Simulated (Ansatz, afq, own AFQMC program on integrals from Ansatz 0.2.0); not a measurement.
# BGeH₂+ (triplet): quantum Monte Carlo beside coupled cluster, cc-pVDZ

Aim: compute BGeH₂+ (triplet) with auxiliary-field quantum Monte Carlo on the same integrals as coupled cluster, and set the energies side by side.

Program: Ansatz 0.2.0, Gaussian basis, and an in-house AFQMC program (afq) on its integrals; all values are calculated. Level of theory: cc-pVDZ, frozen cores. These are calculated values, not measurements.

The runs, in order: PBE (unrestricted); r2SCAN (unrestricted); PBE0 (unrestricted); B3LYP (unrestricted); wB97M-V (unrestricted); B2PLYP (unrestricted); CCSD(T) on UHF; CCSDT(Q) on UHF; Phaseless AFQMC, single-determinant trial on UHF; Free-projection AFQMC, CISD trial on UHF.

1 further run of the same task is left out (it didn't finish).

**1. The system**

The geometry is a PBE0/def2-TZVP stationary point (not a proven minimum) of the parent state, kept for this charge and spin. No spin-orbit coupling is included. The filled d shell of Ge may be among the frozen orbitals whatever the setting's name suggests; the logs give the count.

4 atoms, charge 1, spin multiplicity 3.

Atoms are counted from 1 here; the program's logs count them from 0.

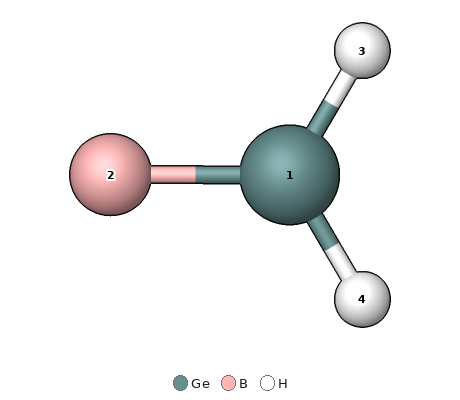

The geometry (germanium teal, boron pink, hydrogen white); atoms are numbered from 1 in the order of the file.

**2. PBE (unrestricted)**

in.yaml

```yaml
crystal:
  periodic: [false, false, false]
  atoms:
    - {symbol: Ge, position_ang: [0.000000, 0.000000, -0.220401]}
    - {symbol: B, position_ang: [0.000000, 0.000000, 1.664781]}
    - {symbol: H, position_ang: [0.000000, 1.313392, -0.986177]}
    - {symbol: H, position_ang: [0.000000, -1.313392, -0.986177]}
basis:
  gaussian: {orbitals: cc-pVDZ}
total_charge: 1
magnetization: {spin_polarized: true, initial_magnetization: 2}
hamiltonian: {xc: {name: PBE}}
output: {orbitals: {seedname: orbitals}}
```

Launch:

```
$ ansatz run in.yaml --threads 1 --pin off --events-out ev --progress --plain --max-ram 1382MiB
```

Log:

```text
Functional definition: PBE
  name "PBE"
  cite "Perdew, Burke & Ernzerhof, Phys. Rev. Lett. 77, 3865 (1996) doi:10.1103/PhysRevLett.77.3865"
  parent pbe
  parameter kappa = 0.804
  parameter beta = 0.06672455060314922
  exchange = pbe_x(kappa = kappa, mu = beta*pi^2/3)
  correlation = pbe_c(beta = beta)
645 factors; their error is unknown
mean field evaluation 1: about -57202.4030 eV, gradient 9.0e0 eV
mean field evaluation 2: about -57202.9177 eV, gradient 5.7e0 eV
mean field evaluation 4: about -57203.2129 eV, gradient 8.1e-1 eV
mean field evaluation 8: about -57203.2048 eV, gradient 3.6e-2 eV
mean field evaluation 16: about -57201.3375 eV, gradient 5.4e0 eV
mean field -57203.20485241 eV, -2102.1790046011 hartree, gradient 4.7e-5 eV, S^2 2.002463; 0 other end points of the search recorded, 0 dependent functions left out
reference -57203.20488575 eV, -2102.1790058263 hartree; 20, 18 occupied and 31, 33 virtual orbitals, 645 factors
Total energy: -57203.20488575 eV, -2102.1790058263 hartree
```

It took 1.3 s on 1 thread of Arm Neoverse V1, shared host.

From the report: ⟨S²⟩ of the determinant 2.002 (pure triplet: 2.00).

**3. r2SCAN (unrestricted)**

in.yaml, as its differences from that of step 2:

```diff
@@ -11,3 +11,2 @@
 magnetization: {spin_polarized: true, initial_magnetization: 2}
-hamiltonian: {xc: {name: PBE}}
-output: {orbitals: {seedname: orbitals}}
+hamiltonian: {xc: {name: r2SCAN}}
```

Launched as before.

Log:

```text
Functional definition: r2SCAN
  name "r2SCAN"
  cite "Furness, Kaplan, Ning, Perdew & Sun, J. Phys. Chem. Lett. 11, 8208 (2020) doi:10.1021/acs.jpclett.0c02405"
  cite "Furness, Kaplan, Ning, Perdew & Sun, J. Phys. Chem. Lett. 11, 9248 (2020) doi:10.1021/acs.jpclett.0c03077"
  parent r2scan
  parameter k0 = 0.174
  parameter k1 = 0.065
  parameter a1 = 4.9479
  exchange = r2scan_x(k0 = k0, k1 = k1, a1 = a1)
  correlation = r2scan_c
645 factors; their error is unknown
mean field evaluation 1: about -57211.7342 eV, gradient 7.9e0 eV
mean field evaluation 2: about -57211.9916 eV, gradient 6.7e0 eV
mean field evaluation 4: about -57212.3752 eV, gradient 6.9e-1 eV
mean field evaluation 8: about -57212.3672 eV, gradient 4.0e-2 eV
mean field evaluation 16: about -57212.3672 eV, gradient 4.3e-5 eV
mean field -57212.36722985 eV, -2102.5157157616 hartree, gradient 4.3e-5 eV, S^2 2.004062; 0 other end points of the search recorded, 0 dependent functions left out
reference -57212.36724076 eV, -2102.5157161625 hartree; 20, 18 occupied and 31, 33 virtual orbitals, 645 factors
Total energy: -57212.36724076 eV, -2102.5157161625 hartree
```

Run time: 4.1 s. Hardware: 1 thread of Arm Neoverse V1, shared host.

From the report: ⟨S²⟩ of the determinant 2.004 (pure triplet: 2.00).

**4. PBE0 (unrestricted)**

in.yaml, as its differences from that of step 3:

```diff
@@ -11,2 +11,3 @@
 magnetization: {spin_polarized: true, initial_magnetization: 2}
-hamiltonian: {xc: {name: r2SCAN}}
+hamiltonian: {xc: {name: PBE0}}
+output: {orbitals: {seedname: orbitals}}
```

The command is unchanged.

Log:

```text
Functional definition: PBE0
  name "PBE0"
  cite "Adamo & Barone, J. Chem. Phys. 110, 6158 (1999) doi:10.1063/1.478522"
  cite "Perdew, Burke & Ernzerhof, Phys. Rev. Lett. 77, 3865 (1996) doi:10.1103/PhysRevLett.77.3865"
  parent pbe
  parameter a = 0.25
  parameter kappa = 0.804
  parameter beta = 0.06672455060314922
  exchange = (1 - a)*pbe_x(kappa = kappa, mu = beta*pi^2/3) + a*exact_x
  correlation = pbe_c(beta = beta)
546 factors; integrals over basis functions are off by at most 1.0e-3 eV
mean field evaluation 1: about -57204.3276 eV, gradient 7.1e0 eV
mean field evaluation 2: about -57204.6807 eV, gradient 5.1e0 eV
mean field evaluation 4: about -57204.8893 eV, gradient 4.2e-1 eV
mean field evaluation 8: about -57204.9235 eV, gradient 4.5e-2 eV
mean field evaluation 16: about -57204.0780 eV, gradient 4.0e0 eV
mean field -57204.92353719 eV, -2102.2421651018 hartree, gradient 4.1e-5 eV, S^2 2.002497; 1 other end points of the search recorded, 0 dependent functions left out
reference -57204.92356230 eV, -2102.2421660246 hartree; 20, 18 occupied and 31, 33 virtual orbitals, 546 factors
Total energy: -57204.92356230 eV, -2102.2421660246 hartree
```

It took 2 s on 1 thread of Arm Neoverse V1, shared host.

From the report: ⟨S²⟩ of the determinant 2.002 (pure triplet: 2.00).

**5. B3LYP (unrestricted)**

in.yaml, as its differences from that of step 4:

```diff
@@ -11,3 +11,2 @@
 magnetization: {spin_polarized: true, initial_magnetization: 2}
-hamiltonian: {xc: {name: PBE0}}
-output: {orbitals: {seedname: orbitals}}
+hamiltonian: {xc: {name: B3LYP}}
```

Launched as before.

Log, cut to the lines that bear on the results:

```text
Functional definition: B3LYP
  name "B3LYP"
  cite "Stephens, Devlin, Chabalowski & Frisch, J. Phys. Chem. 98, 11623 (1994) doi:10.1021/j100096a001"
  cite "Becke, Phys. Rev. A 38, 3098 (1988) doi:10.1103/PhysRevA.38.3098"
  cite "Lee, Yang & Parr, Phys. Rev. B 37, 785 (1988) doi:10.1103/PhysRevB.37.785"
  cite "Vosko, Wilk & Nusair, Can. J. Phys. 58, 1200 (1980) doi:10.1139/p80-159"
[...]
546 factors; integrals over basis functions are off by at most 1.0e-3 eV
[...]
mean field -57214.38456156 eV, -2102.5898513346 hartree, gradient 2.8e-5 eV, S^2 2.001743; 1 other end points of the search recorded, 0 dependent functions left out
reference -57214.38476602 eV, -2102.5898588485 hartree; 20, 18 occupied and 31, 33 virtual orbitals, 546 factors
Total energy: -57214.38476602 eV, -2102.5898588485 hartree
```

Run time: 2 s. Hardware: 1 thread of Arm Neoverse V1, shared host.

From the report: ⟨S²⟩ of the determinant 2.002 (pure triplet: 2.00).

**6. wB97M-V (unrestricted)**

in.yaml, as its differences from that of step 5:

```diff
@@ -11,2 +11,3 @@
 magnetization: {spin_polarized: true, initial_magnetization: 2}
-hamiltonian: {xc: {name: B3LYP}}
+hamiltonian: {xc: {name: wB97M-V}}
+output: {orbitals: {seedname: orbitals}}
```

Launched as before.

Log, cut to the lines that bear on the results:

```text
Functional definition: wB97M-V
  name "wB97M-V"
  cite "Mardirossian & Head-Gordon, J. Chem. Phys. 144, 214110 (2016) doi:10.1063/1.4952647"
  cite "Becke, J. Chem. Phys. 107, 8554 (1997) doi:10.1063/1.475007"
  cite "Vydrov & Van Voorhis, J. Chem. Phys. 133, 244103 (2010) doi:10.1063/1.3521275"
  # Of w^i u^j: cxij and so on, Table III.
[...]
  gx(w, u) = 1 - cx + cx01*u + cx10*w
  gss(w, u) = css00 + css04*u^4 + css10*w + css20*w^2 + css43*w^4*u^3
  gos(w, u) = cos00 + cos10*w + (cos20 + cos21*u)*w^2 + (cos60 + cos61*u)*w^6
[...]
      + integral(e_c_pw_mod_opposite_spin*gos(b97_w_opposite, b97_u_opposite)) + vv10(b, c)
546 factors; integrals over basis functions are off by at most 1.0e-3 eV
168 factors; integrals over basis functions are off by at most 8.0e-6 eV
[...]
mean field -57209.31552565 eV, -2102.4035677010 hartree, gradient 3.4e-5 eV, S^2 2.001592; 1 other end points of the search recorded, 0 dependent functions left out
reference -57209.31555997 eV, -2102.4035689620 hartree; 20, 18 occupied and 31, 33 virtual orbitals, 546 factors
Total energy: -57209.31555997 eV, -2102.4035689620 hartree
```

It took 8.5 s on 1 thread of Arm Neoverse V1, shared host.

From the report: ⟨S²⟩ of the determinant 2.002 (pure triplet: 2.00).

**7. B2PLYP (unrestricted)**

in.yaml, as its differences from that of step 6:

```diff
@@ -11,3 +11,3 @@
 magnetization: {spin_polarized: true, initial_magnetization: 2}
-hamiltonian: {xc: {name: wB97M-V}}
-output: {orbitals: {seedname: orbitals}}
+hamiltonian: {xc: {name: B2PLYP}}
+correlation: {electrons: outside_noble_gas}
```

Launched as before.

Log, cut to the lines that bear on the results:

```text
Functional definition: B2PLYP
  name "B2PLYP"
  cite "Grimme, J. Chem. Phys. 124, 034108 (2006) doi:10.1063/1.2148954"
  cite "Becke, Phys. Rev. A 38, 3098 (1988) doi:10.1103/PhysRevA.38.3098"
  cite "Lee, Yang & Parr, Phys. Rev. B 37, 785 (1988) doi:10.1103/PhysRevB.37.785"
[...]
546 factors; integrals over basis functions are off by at most 1.0e-3 eV
[...]
mean field -57199.76396182 eV, -2102.0525542042 hartree, gradient 3.9e-6 eV, S^2 2.002637; 2 other end points of the search recorded, 0 dependent functions left out
15 core orbitals not correlated: weight in the atoms' cores, before any rotation towards them, 0.999 or more for the frozen orbitals, at most 0.001 for the correlated occupied ones
reference -57199.76409190 eV, -2102.0525589848 hartree; 5, 3 occupied and 31, 33 virtual orbitals, 546 factors
second order -3.74234858 eV of doubles, -0.00000000 eV of singles
Total energy: -57200.77452602 eV, -2102.0896917537 hartree
```

Wall time 2.7 s (1 thread of Arm Neoverse V1, shared host).

From the report: ⟨S²⟩ of the determinant 2.003 (pure triplet: 2.00).

**8. CCSD(T) on UHF**

in.yaml, as its differences from that of step 7:

```diff
@@ -11,3 +11,2 @@
 magnetization: {spin_polarized: true, initial_magnetization: 2}
-hamiltonian: {xc: {name: B2PLYP}}
-correlation: {electrons: outside_noble_gas}
+correlation: {method: ccsd_t, electrons: outside_noble_gas, hamiltonian_folder: ham}
```

The command is unchanged.

Log, cut to the lines that bear on the results:

```text
Functional definition: HF
  name "HF"
  cite "Fock, Z. Phys. 61, 126 (1930) doi:10.1007/BF01340294"
  parent pbe
[...]
546 factors; integrals over basis functions are off by at most 1.0e-3 eV
[...]
mean field -57164.75819532 eV, -2100.7661160132 hartree, gradient 4.3e-6 eV, S^2 2.004313; 4 other end points of the search recorded, 0 dependent functions left out
determinant -57164.75819532 eV, -2100.7661160132 hartree, with singles and doubles -57168.49275707 eV, -2100.9033586261 hartree
determinant -57163.64786668 eV, -2100.7253121881 hartree, with singles and doubles -57167.13377893 eV, -2100.8534171007 hartree
determinant -57162.35050450 eV, -2100.6776350077 hartree, with singles and doubles -57166.18205568 eV, -2100.8184419162 hartree
15 core orbitals not correlated: weight in the atoms' cores, before any rotation towards them, 0.999 or more for the frozen orbitals, at most 0.000 for the correlated occupied ones
reference -57164.75819532 eV, -2100.7661160132 hartree; 5, 3 occupied and 31, 33 virtual orbitals, 546 factors
second order -2.85328194 eV of doubles, -0.00000000 eV of singles
cycle   1  -3.73457879 eV  change   -1.7e-5 eV  update   7.9e-4
[...]
cycle   7  -3.73468023 eV  change   -6.7e-6 eV  update   4.1e-6
perturbative correction -0.10770619 eV, -0.0039581293 hartree
Total energy: -57168.60058173 eV, -2100.9073211094 hartree
```

It took 2.7 s on 1 thread of Arm Neoverse V1, shared host.

From the report: ⟨S²⟩ of the determinant 2.004 (pure triplet: 2.00); correlation -3.8424 eV; T1 0.026; largest double amplitude 0.06.

This run also writes the integrals to the folder ham.

**9. CCSDT(Q) on UHF**

in.yaml, as its differences from that of step 8:

```diff
@@ -11,2 +11,2 @@
 magnetization: {spin_polarized: true, initial_magnetization: 2}
-correlation: {method: ccsd_t, electrons: outside_noble_gas, hamiltonian_folder: ham}
+correlation: {method: ccsdt_q, electrons: outside_noble_gas}
```

Same command.

Log, cut to the lines that bear on the results:

```text
Functional definition: HF
  name "HF"
  cite "Fock, Z. Phys. 61, 126 (1930) doi:10.1007/BF01340294"
  parent pbe
[...]
987 factors; integrals over basis functions are off by at most 2.6e-7 eV
[...]
mean field -57164.75830836 eV, -2100.7661201673 hartree, gradient 4.6e-6 eV, S^2 2.004313; 4 other end points of the search recorded, 0 dependent functions left out
determinant -57164.75830836 eV, -2100.7661201673 hartree, with singles and doubles -57168.49287367 eV, -2100.9033629112 hartree
determinant -57163.64797728 eV, -2100.7253162526 hartree, with singles and doubles -57167.13389603 eV, -2100.8534214041 hartree
determinant -57162.35062996 eV, -2100.6776396181 hartree, with singles and doubles -57166.18218489 eV, -2100.8184466646 hartree
15 core orbitals not correlated: weight in the atoms' cores, before any rotation towards them, 0.999 or more for the frozen orbitals, at most 0.000 for the correlated occupied ones
reference -57164.75830836 eV, -2100.7661201673 hartree; 5, 3 occupied and 31, 33 virtual orbitals, 987 factors
second order -2.85330704 eV of doubles, -0.00000000 eV of singles
cycle   1  -3.43943527 eV  change   -5.9e-1 eV  update   7.2e-2
[...]
cycle  18  -3.87740909 eV  change    4.3e-8 eV  update   4.0e-7
perturbative correction -0.00487704 eV, -0.0001792279 hartree
Total energy: -57168.64059449 eV, -2100.9087915510 hartree
```

Wall time 13 s (1 thread of Arm Neoverse V1, shared host).

From the report: ⟨S²⟩ of the determinant 2.004 (pure triplet: 2.00); correlation -3.8823 eV; T1 0.030; largest double amplitude 0.07.

**10. Phaseless AFQMC, single-determinant trial on UHF**

It reads the integrals that the CCSD(T) run on this determinant wrote.

Launch:

```
$ afq ham --method phaseless --trial hf --walkers 120 --populations 1 --least-time 40 --time-step 0.005 --steps-per-block 20 --equilibration-blocks 112 --max-blocks 600 --target-error 0.00102 --factor-cut 1e-05 --start spin_pure --seed 4326 --taylor-order 6
```

Log:

```text
orbitals 36  electrons 5 3  factors 288 of 546
reference energy -2100.76611601 Eh
CCSD correlation -0.13724681 Eh in 12 cycles, weight of the determinant in the CISD state 0.8980
energy of the start -2100.766149 Eh
 block  time / (1/Eh)  mean weight  energy / Eh
     1     0.100  0.9998  -2100.786369
     2     0.200  1.0011  -2100.804532
     3     0.300  1.0013  -2100.824802
     4     0.400  1.0017  -2100.832654
     5     0.500  1.0005  -2100.841984
     6     0.600  1.0001  -2100.848208
     7     0.700  0.9986  -2100.854787
     8     0.800  0.9992  -2100.855999
     9     0.900  1.0006  -2100.863096
    10     1.000  0.9997  -2100.865919
    15     1.500  0.9996  -2100.885756
    29     2.900  1.0002  -2100.913721
    43     4.300  1.0001  -2100.901824
    57     5.700  0.9992  -2100.902398
    71     7.100  0.9992  -2100.897134
    85     8.500  1.0001  -2100.902301
    99     9.900  1.0009  -2100.896390
   113    11.300  1.0002  -2100.900107
   127    12.700  1.0005  -2100.906613
   141    14.100  0.9989  -2100.894456
   155    15.500  1.0008  -2100.893266
   169    16.900  1.0005  -2100.900638
   183    18.300  1.0019  -2100.903528
   197    19.700  0.9989  -2100.907233
   211    21.100  1.0005  -2100.904073
   225    22.500  1.0001  -2100.906482
   239    23.900  0.9999  -2100.922265
   253    25.300  0.9998  -2100.910666
   267    26.700  0.9979  -2100.896427
   281    28.100  0.9996  -2100.906395
   295    29.500  1.0004  -2100.913927
   309    30.900  0.9984  -2100.894662
   323    32.300  0.9989  -2100.931593
   337    33.700  1.0004  -2100.908843
   351    35.100  1.0007  -2100.903942
   365    36.500  1.0004  -2100.904412
   379    37.900  1.0010  -2100.913864
   393    39.300  1.0006  -2100.912913
   407    40.700  0.9997  -2100.912437
   421    42.100  0.9999  -2100.919206
   435    43.500  1.0006  -2100.900672
   449    44.900  0.9997  -2100.899703
   463    46.300  1.0000  -2100.921711
   477    47.700  0.9994  -2100.901388
   491    49.100  0.9987  -2100.904676
   505    50.500  1.0000  -2100.902259
   519    51.900  1.0002  -2100.892591
   533    53.300  1.0003  -2100.907073
   547    54.700  0.9983  -2100.914449
   561    56.100  0.9992  -2100.912774
   575    57.500  0.9997  -2100.900242
blocks merged  error / Eh  count
     1  0.000415  470
     2  0.000555  235
     4  0.000728  117
     8  0.000936  58
    16  0.001013  29
    32  0.001033  14
energy -2100.906306 +/- 0.001013 Eh
```

Run time: 3.5 min. Hardware: 1 thread of Arm Neoverse V1, shared host.

Energy -57168.5730 ± 0.0276 eV. Caveats: constraint bias not in the error.

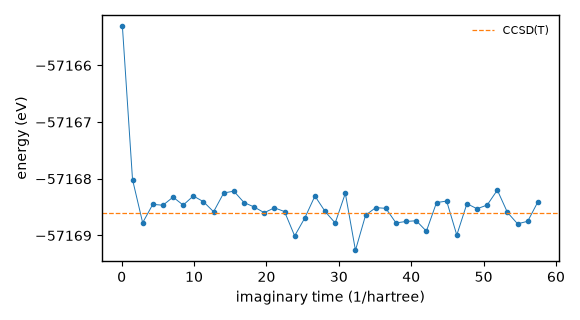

Block energies along the walk.

**11. Free-projection AFQMC, CISD trial on UHF**

It reads the integrals that the CCSD(T) run on this determinant wrote.

Launch:

```
$ afq ham --method free --trial cisd --walkers 60 --time-step 0.03 --max-blocks 80 --target-error 0.00034 --factor-cut 1e-05 --seed 1514 --times 0,0.3,0.6,1.2,1.8,2.4,3.6,4.8,6 --taylor-order 8
```

Log:

```text
orbitals 36  electrons 5 3  factors 288 of 546
reference energy -2100.76611601 Eh
CCSD correlation -0.13724681 Eh in 12 cycles, weight of the determinant in the CISD state 0.8980
repeat  energy at the last time / Eh  error
    10  -2100.908793  0.001355
    20  -2100.908608  0.000728
    30  -2100.908496  0.000525
    40  -2100.908218  0.000558
    50  -2100.908599  0.000499
    60  -2100.908615  0.000444
    70  -2100.908485  0.000399
    80  -2100.908596  0.000358
time / (1/Eh)  energy / Eh  error  mean overlap
  0.00  -2100.903424  0.000059  1.1139
  0.30  -2100.905609  0.000077  1.1178
  0.60  -2100.906700  0.000086  1.1225
  1.20  -2100.907669  0.000104  1.1305
  1.80  -2100.908234  0.000130  1.1362
  2.40  -2100.908782  0.000161  1.1223
  3.60  -2100.909093  0.000213  1.1040
  4.80  -2100.908890  0.000288  1.1127
  6.00  -2100.908596  0.000358  1.1313
energy -2100.908596 +/- 0.000358 Eh
```

It took 4.5 min on 1 thread of Arm Neoverse V1, shared host.

Energy -57168.6353 ± 0.0097 eV. Caveats: remainder of the start not in the error.

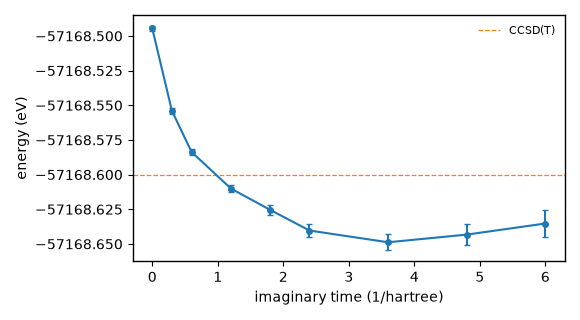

Energy against projection time, with error bars.

**12. AFQMC on the ladder**

On the UHF determinant, counted from CCSDT(Q) (a yardstick, not exact):

```
                                                             level  energy (eV)  from CCSDT(Q) (kcal/mol)  statistical error (kcal/mol)     time
                                                                HF  -57164.7582                    +89.53                                       
                                                               MP2  -57167.6115                    +23.73                                       
                                                              CCSD  -57168.4929                     +3.41                                       
                                                           CCSD(T)  -57168.6006                     +0.92                                       
                                                          CCSDT(Q)  -57168.6406                      0.00                                       
Phaseless AFQMC, single-determinant trial, step 0.005, 120 walkers  -57168.5730                     +1.56                          0.64  3.5 min
          Free-projection AFQMC, CISD trial, step 0.03, 60 walkers  -57168.6353                     +0.12                          0.22  4.5 min
```

The functionals' totals stand on their own zeros and serve differences with other points: PBE -57203.205 eV; r2SCAN -57212.367 eV; PBE0 -57204.924 eV; B3LYP -57214.385 eV; wB97M-V -57209.316 eV; B2PLYP -57200.775 eV.

**13. Results**

| quantity | value |
| --- | --- |
| CCSD(T) on UHF from CCSDT(Q) | +0.92 kcal/mol |
| Phaseless AFQMC, single-determinant trial on UHF from CCSDT(Q) | +1.56 ± 0.64 kcal/mol |
| Free-projection AFQMC, CISD trial on UHF from CCSDT(Q) | +0.12 ± 0.22 kcal/mol |

What this shows: Free projection has no constraint; at the last time it gives +0.12 ± 0.22 kcal/mol, and from a start that isn't spin pure other spins can mix in. Error bars are statistical and leave out the constraint, the time step and what remains of the start.
